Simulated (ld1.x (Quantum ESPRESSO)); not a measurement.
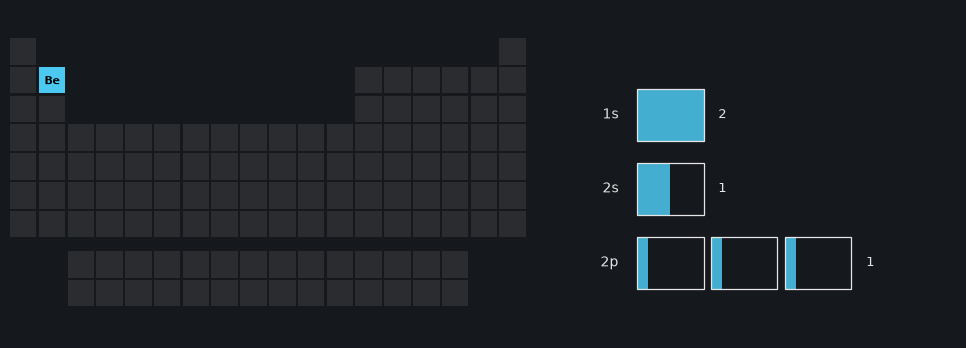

Left, the place of beryllium in the periodic table; right, the valence shells of the reference configuration: a box for each of the 2l + 1 orbitals, shaded by the share of the shell that is filled, with the electron count at the right.

**Be: pseudopotential generation (part 1 of 2)**

- system: beryllium (Be, Z = 4), core none, reference valence 1s2 2s1 2p1, valence charge 4.
- method: ultrasoft potential, LDA (PZ), scalar-relativistic, made with ld1.x (Quantum ESPRESSO) 7.5

### Key numbers

- outcome: generated, but the overlap operator is not positive, so unusable; ld1.x warns of wrong node counts
- configuration tests: 1 of 9 tests not solved
- lowest eigenvalue of the overlap operator S in a Bessel basis (separate test): -0.17 (p channel); it is negative, so in a basis up to 400 Ry S is not positive definite
- density cutoff estimated by the generator: 809 Ry
- largest excitation error among the tests solved: -1799 meV (all-electron minus pseudo) for 1s2 2s0 2p0
- range over which the phases arctan(r u′/u) at the test radius agree within 0.05 rad (a looser test near the poles than one of phase shifts): s: up to about 1.6 Ry; p: up to about 0.3 Ry; d: up to about 1.0 Ry
- hardware: 1 CPU thread, shared host
- wall time: 2.8 s

### Remarks

An excitation error of 1799 meV in its own tests makes this a poorly transferable potential. The p channel couldn't be tested for ghost states or cutoffs, since the overlap operator isn't positive definite there. ld1.x warns that it found 1 node in place of 0 for 1s. It picks states by counting nodes, so it can end on another state than the one meant. In the reference test the levels of these shells still match within 0.00003 Ry.

### Input
```
 &input
   title='Be', zed=4., rel=1, dft='PZ', iswitch=3,
   config='[He] 2s1 2p1 3d-2',
   nld=3, rlderiv=5.35, eminld=-10.0, emaxld=5.0, deld=0.04
 /
 &inputp
   pseudotype=3, tm=.true., lloc=-2, rcloc=2.10,
   nlcc=.false.,
   which_augfun='PSQ', rmatch_augfun_nc=.true.,
   file_pseudopw='Be.UPF', file_wfcaegen='ae.wfc', file_wfcncgen='nc.wfc', file_beta='beta', file_chi='chi', file_wfcusgen='us.wfc'
 /
5
1S  1  0   2.00   0.00  0.65  0.75  0.0
2S  2  0   1.00   0.00  0.65  0.75  0.0
2P  2  1   1.00   0.00  4.30  4.72  0.0
2P  2  1   0.00   0.25  4.30  4.72  0.0
3D  3  2  -2.00   0.45  4.40  4.95  0.0
 &test
   configts(1)='1s2 2s1 2p1'
 /
```

### Input of the test run
```
 &input
   title='Be', zed=4., rel=1, dft='PZ', iswitch=2,
   config='[He] 2s1 2p1 3d-2'
 /
 &test
   file_pseudo='Be.UPF', nconf=10,
   configts(1)='1s2 2s1 2p1',
   configts(2)='1s2 2s2 2p0',
   configts(3)='1s2 2s1 2p0',
   configts(4)='1s2 2s0 2p0',
   configts(5)='1s2 2s1.5 2p0',
   configts(6)='1s2 2s0 2p2',
   configts(7)='1s2 2s0 2p1',
   configts(8)='1s1 2s2 2p0',
   configts(9)='1s2 2s1 2p1', lsdts(9)=1,
   configts(10)='1s2 2s1 2p0', lsdts(10)=1
 /
```

Run as:
```bash
ld1.x < Be.in > Be.out
```

### Log
```
     Program LD1 v.7.5

     !!!!!!!!!!!!!!!!!!! WARNING !!!!!!!!!!!!!!!!!!!!!!!
     Message from routine ld1_readin:
     US requires at least two energies per channel 3D
     !!!!!!!!!!!!!!!!!!!!!!!!!!!!!!!!!!!!!!!!!!!!!!!!!!!
     --------------------------- All-electron run ----------------------------

     Be
     scalar relativistic calculation

     atomic number is  4.00
     dft =PZ   lsd =0 sic =0 latt =0  beta=0.20 tr2=1.0E-14
     Exchange-correlation= PZ
                           (   1   1   0   0   0   0   0)
     mesh =1041 r(mesh) = 100.85720 a.u. xmin = -7.00 dx = 0.01250
     1 Ry =  13.60569312 eV, c = 137.03599908

     n l     nl                  e(Ry)          e(Ha)          e(eV)
     1 0     1S 1( 2.00)        -7.8082        -3.9041      -106.2361
     2 0     2S 1( 1.00)        -0.4514        -0.2257        -6.1414
     2 1     2P 1( 1.00)        -0.1914        -0.0957        -2.6042

     final scf error:  9.4E-15 reached in  22 iterations

     Etot =     -28.639324 Ry,     -14.319662 Ha,    -389.657850 eV

     Ekin =      28.379872 Ry,      14.189936 Ha,     386.127828 eV
     Encl =     -66.008926 Ry,     -33.004463 Ha,    -898.097194 eV
     Eh   =      13.940478 Ry,       6.970239 Ha,     189.669871 eV
     Exc  =      -4.950748 Ry,      -2.475374 Ha,     -67.358355 eV

     normalization and overlap integrals

     s(1S/1S) =  1.000000  <r> =   0.4244  <r2> =    0.2457  r(max) =   0.2695
     s(2S/2S) =  1.000000  <r> =   2.5843  <r2> =    8.0298  r(max) =   2.0162
     s(2P/2P) =  1.000000  <r> =   3.0899  <r2> =   12.1382  r(max) =   2.2282

     ------------------------ End of All-electron run ------------------------

     --------------------- Generating US pseudopotential ---------------------

      Generating local potential from pseudized AE potential:
      Matching radius rcloc =   2.1000
      Enforcing V''(0)=0 (lloc=-2)

      Local pseudo, rcloc= 2.093 Estimated cut-off energy=     6.71 Ry
      Wfc-us  1S rcutus= 0.751  Estimated cut-off energy=    89.18 Ry
      Wfc-us  2S rcutus= 0.751  Estimated cut-off energy=   187.99 Ry
      Wfc-us  2P rcutus= 4.776  Estimated cut-off energy=     3.55 Ry
      Wfc-us  2P rcutus= 4.776  Estimated cut-off energy=     7.22 Ry
      Wfc-us  3D rcutus= 4.897  Estimated cut-off energy=     5.07 Ry

     Q pseudized with Bessel functions
     Expected ecutrho=     809.0939 due to l1=  0   l2=  2

     ------------------- End of pseudopotential generation -------------------

     --------------------------- All-electron run ----------------------------

     Be
     scalar relativistic calculation

     atomic number is  4.00
     dft =PZ   lsd =0 sic =0 latt =0  beta=0.20 tr2=1.0E-14
     Exchange-correlation= PZ
                           (   1   1   0   0   0   0   0)
     mesh =1041 r(mesh) = 100.85720 a.u. xmin = -7.00 dx = 0.01250
     1 Ry =  13.60569312 eV, c = 137.03599908

     n l     nl                  e(Ry)          e(Ha)          e(eV)
     1 0     1S 1( 2.00)        -7.8082        -3.9041      -106.2361
     2 0     2S 1( 1.00)        -0.4514        -0.2257        -6.1414
     2 1     2P 1( 1.00)        -0.1914        -0.0957        -2.6042

     final scf error:  9.4E-15 reached in  22 iterations

     Etot =     -28.639324 Ry,     -14.319662 Ha,    -389.657850 eV

     Ekin =      28.379872 Ry,      14.189936 Ha,     386.127828 eV
     Encl =     -66.008926 Ry,     -33.004463 Ha,    -898.097194 eV
     Eh   =      13.940478 Ry,       6.970239 Ha,     189.669871 eV
     Exc  =      -4.950748 Ry,      -2.475374 Ha,     -67.358355 eV

     normalization and overlap integrals

     s(1S/1S) =  1.000000  <r> =   0.4244  <r2> =    0.2457  r(max) =   0.2695
     s(2S/2S) =  1.000000  <r> =   2.5843  <r2> =    8.0298  r(max) =   2.0162
     s(2P/2P) =  1.000000  <r> =   3.0899  <r2> =   12.1382  r(max) =   2.2282

     ------------------------ End of All-electron run ------------------------

     Computing logarithmic derivative in   5.37885

       Warning: n=1, l=0 expected 0 nodes, found 1
       Setting wfc to zero for this iteration
       (This warning will only be printed once per wavefunction)

     Computing logarithmic derivative in   5.37885
     Computing the partial wave expansion
     R is outside the sphere for l=    0 j= 0.00
     R is outside the sphere for l=    0 j= 0.00
     R is outside the sphere for l=    1 j= 0.00
     R is outside the sphere for l=    1 j= 0.00
     R is outside the sphere for l=    2 j= 0.00

     ---------------------- Testing the pseudopotential ----------------------

     Be
     scalar relativistic calculation

     atomic number is  4.00   valence charge is  4.00
     dft =PZ   lsd =0 sic =0 latt =0  beta=0.20 tr2=1.0E-14
     mesh =1041 r(mesh) = 100.85720 xmin = -7.00 dx = 0.01250

     n l     nl             e AE (Ry)        e PS (Ry)    De AE-PS (Ry)
     1 0     1S   1( 2.00)       -7.80821       -7.80818       -0.00003
     2 0     2S   1( 1.00)       -0.45138       -0.45138       -0.00000
     2 1     2P   1( 1.00)       -0.19141       -0.19140       -0.00000

     eps = 3.8E-16  iter =  4

     Etot =     -28.639324 Ry,     -14.319662 Ha,    -389.657850 eV
     Etotps =   -29.069663 Ry,     -14.534832 Ha,    -395.512916 eV

     Ekin =      12.508386 Ry,       6.254193 Ha,     170.185261 eV
     Encl =     -28.010950 Ry,     -14.005475 Ha,    -381.108388 eV
     Ehrt =      14.354633 Ry,       7.177316 Ha,     195.304728 eV
     Ecxc =      -4.906743 Ry,      -2.453372 Ha,     -66.759640 eV
     Epseu=     -23.014989 Ry,     -11.507494 Ha,    -313.134877 eV

     ---------------------- End of pseudopotential test ----------------------
```

### Output of the test run (extracts)
```
     ---------------------- Testing the pseudopotential ----------------------

     Be
     scalar relativistic calculation

     atomic number is  4.00   valence charge is  4.00
     dft =PZ   lsd =0 sic =0 latt =0  beta=0.20 tr2=1.0E-14
     mesh =1041 r(mesh) = 100.85720 xmin = -7.00 dx = 0.01250

     n l     nl             e AE (Ry)        e PS (Ry)    De AE-PS (Ry)
     1 0     1S   1( 2.00)       -7.80821       -7.80818       -0.00003
     2 0     2S   1( 1.00)       -0.45138       -0.45138       -0.00000
     2 1     2P   1( 1.00)       -0.19141       -0.19140       -0.00000

     eps = 3.8E-16  iter =  4

     Etot =     -28.639324 Ry,     -14.319662 Ha,    -389.657850 eV
     Etotps =   -29.069663 Ry,     -14.534832 Ha,    -395.512916 eV

     Ekin =      12.508386 Ry,       6.254193 Ha,     170.185261 eV
     Encl =     -28.010950 Ry,     -14.005475 Ha,    -381.108388 eV
     Ehrt =      14.354633 Ry,       7.177316 Ha,     195.304728 eV
     Ecxc =      -4.906743 Ry,      -2.453372 Ha,     -66.759640 eV
     Epseu=     -23.014989 Ry,     -11.507494 Ha,    -313.134877 eV

     ---------------------- End of pseudopotential test ----------------------

     ---------------------- Testing the pseudopotential ----------------------

     Be
     scalar relativistic calculation

     atomic number is  4.00   valence charge is  4.00
     dft =PZ   lsd =0 sic =0 latt =0  beta=0.20 tr2=1.0E-14
     mesh =1041 r(mesh) = 100.85720 xmin = -7.00 dx = 0.01250

     n l     nl             e AE (Ry)        e PS (Ry)    De AE-PS (Ry)
     1 0     1S   1( 2.00)       -7.71247       -7.95138        0.23891  !
     2 0     2S   1( 2.00)       -0.41206       -0.45451        0.04245  !
     2 1     2P   1( 0.00)       -0.15470       -0.19797        0.04326  !

     eps = 1.4E-16  iter = 10

     Etot =     -28.897989 Ry,     -14.448994 Ha,    -393.177164 eV
     Etotps =   -29.328501 Ry,     -14.664251 Ha,    -399.034588 eV
     dEtot_ae =      -0.258665 Ry
     dEtot_ps =      -0.258838 Ry,   Delta E=       0.000173 Ry

     Ekin =      13.770997 Ry,       6.885499 Ha,     187.363963 eV
     Encl =     -27.645063 Ry,     -13.822531 Ha,    -376.130239 eV
     Ehrt =      14.051626 Ry,       7.025813 Ha,     191.182114 eV
     Ecxc =      -4.878861 Ry,      -2.439430 Ha,     -66.380286 eV
     Epseu=     -24.627201 Ry,     -12.313601 Ha,    -335.070142 eV

     ---------------------- End of pseudopotential test ----------------------

     ---------------------- Testing the pseudopotential ----------------------

     Be
     scalar relativistic calculation

     atomic number is  4.00   valence charge is  4.00
     dft =PZ   lsd =0 sic =0 latt =0  beta=0.20 tr2=1.0E-14
     mesh =1041 r(mesh) = 100.85720 xmin = -7.00 dx = 0.01250

     n l     nl             e AE (Ry)        e PS (Ry)    De AE-PS (Ry)
     1 0     1S   1( 2.00)       -8.55616       -8.83169        0.27552  !
     2 0     2S   1( 1.00)       -1.00307       -1.07071        0.06764  !
     2 1     2P   1( 0.00)       -0.72203       -0.84718        0.12515  !

     eps = 1.0E-14  iter =  7

     Etot =     -28.198300 Ry,     -14.099150 Ha,    -383.657415 eV
     Etotps =   -28.573085 Ry,     -14.286542 Ha,    -388.756623 eV
     dEtot_ae =       0.441024 Ry
     dEtot_ps =       0.496578 Ry,   Delta E=      -0.055555 Ry

     Ekin =      12.873025 Ry,       6.436513 Ha,     175.146428 eV
     Encl =     -24.214952 Ry,     -12.107476 Ha,    -329.461206 eV
     Ehrt =      11.233469 Ry,       5.616735 Ha,     152.839135 eV
     Ecxc =      -4.416481 Ry,      -2.208240 Ha,     -60.089285 eV
     Epseu=     -24.048146 Ry,     -12.024073 Ha,    -327.191696 eV

     ---------------------- End of pseudopotential test ----------------------

     ---------------------- Testing the pseudopotential ----------------------

     Be
     scalar relativistic calculation

     atomic number is  4.00   valence charge is  4.00
     dft =PZ   lsd =0 sic =0 latt =0  beta=0.20 tr2=1.0E-14
     mesh =1041 r(mesh) = 100.85720 xmin = -7.00 dx = 0.01250

     n l     nl             e AE (Ry)        e PS (Ry)    De AE-PS (Ry)
     1 0     1S   1( 2.00)       -9.61319       -9.91142        0.29823  !
     2 0     2S   1( 0.00)       -1.49557       -1.57885        0.08328  !
     2 1     2P   1( 0.00)       -1.24185       -1.24185        0.00000

     eps = 3.8E-15  iter =  5

     Etot =     -26.891599 Ry,     -13.445800 Ha,    -365.878846 eV
     Etotps =   -27.189697 Ry,     -13.594849 Ha,    -369.934680 eV
     dEtot_ae =       1.747725 Ry
     dEtot_ps =       1.879966 Ry,   Delta E=      -0.132241 Ry

     Ekin =      11.184839 Ry,       5.592419 Ha,     152.177484 eV
     Encl =     -20.074512 Ry,     -10.037256 Ha,    -273.127650 eV
     Ehrt =       8.628889 Ry,       4.314444 Ha,     117.402014 eV
     Ecxc =      -3.981608 Ry,      -1.990804 Ha,     -54.172538 eV
     Epseu=     -22.947305 Ry,     -11.473652 Ha,    -312.213990 eV

     ---------------------- End of pseudopotential test ----------------------

     ---------------------- Testing the pseudopotential ----------------------

     Be
     scalar relativistic calculation

     atomic number is  4.00   valence charge is  4.00
     dft =PZ   lsd =0 sic =0 latt =0  beta=0.20 tr2=1.0E-14
     mesh =1041 r(mesh) = 100.85720 xmin = -7.00 dx = 0.01250

     n l     nl             e AE (Ry)        e PS (Ry)    De AE-PS (Ry)
     1 0     1S   1( 2.00)       -8.10437       -8.36336        0.25899  !
     2 0     2S   1( 1.50)       -0.69572       -0.75178        0.05606  !
     2 1     2P   1( 0.00)       -0.42180       -0.50711        0.08531  !

     eps = 5.0E-16  iter = 10

     Etot =     -28.622251 Ry,     -14.311126 Ha,    -389.425569 eV
     Etotps =   -29.028048 Ry,     -14.514024 Ha,    -394.946719 eV
     dEtot_ae =       0.017072 Ry
     dEtot_ps =       0.041615 Ry,   Delta E=      -0.024542 Ry

     Ekin =      13.414449 Ry,       6.707224 Ha,     182.512875 eV
     Encl =     -26.031478 Ry,     -13.015739 Ha,    -354.176299 eV
     Ehrt =      12.640313 Ry,       6.320157 Ha,     171.980221 eV
     Ecxc =      -4.653963 Ry,      -2.326982 Ha,     -63.320397 eV
     Epseu=     -24.397369 Ry,     -12.198685 Ha,    -331.943120 eV

     ---------------------- End of pseudopotential test ----------------------
```

(Continued in part 2.)
